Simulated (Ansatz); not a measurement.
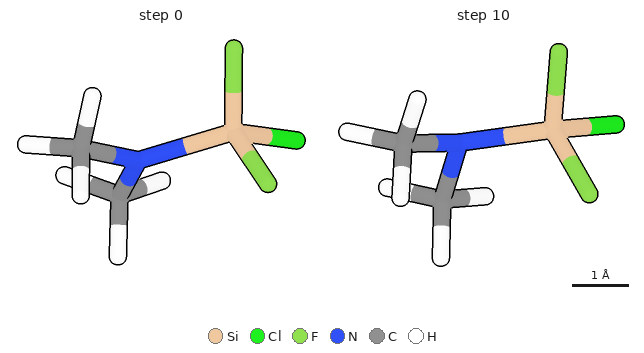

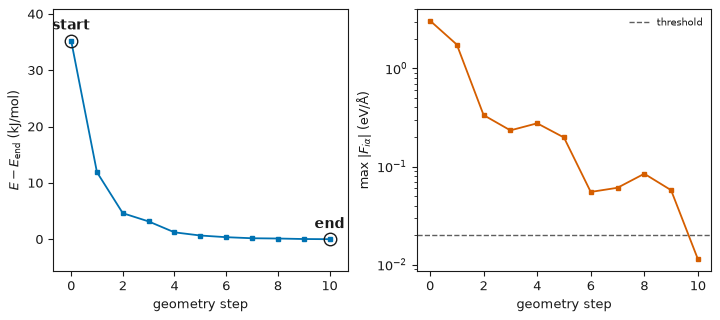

First and last geometry of a relaxation of C2H6ClF2NSi, with the history of the run. Style: stick. Shown from a free direction.

The run prepares the start of a later molecular dynamics calculation, from a guessed geometry.

Level of theory: RKS BLYP-D4/STO-3G (Ansatz 0.2.0). Settings: no spin polarisation; force threshold 0.02 eV/Å; at most 40 steps.

> Read the history and describe the run.

It converged. Over 10 geometry steps the energy falls by 35.3 kJ/mol. The largest force component goes from 3.1 to 0.011 eV/Å. The atom that moves furthest after the best rigid fit is the N atom (0.37 Å). By element the largest moves are N 0.37 Å, H 0.32 Å, F 0.31 Å, Cl 0.30 Å, C 0.11 Å, Si 0.07 Å. Some distances before and after: N–Si 1.819 → 1.764 Å, F–Si 1.590 → 1.637 Å, C–N 1.470 → 1.513 Å, Cl–Si 2.130 → 2.145 Å. Among the angles between lasting bonds that change: C–N–C 120.0° → 111.9°, F–Si–N 109.5° → 116.7°, N–C–H 109.5° → 113.7°.

Limits of the set-up: STO-3G is a minimal basis, so the numbers are rough.
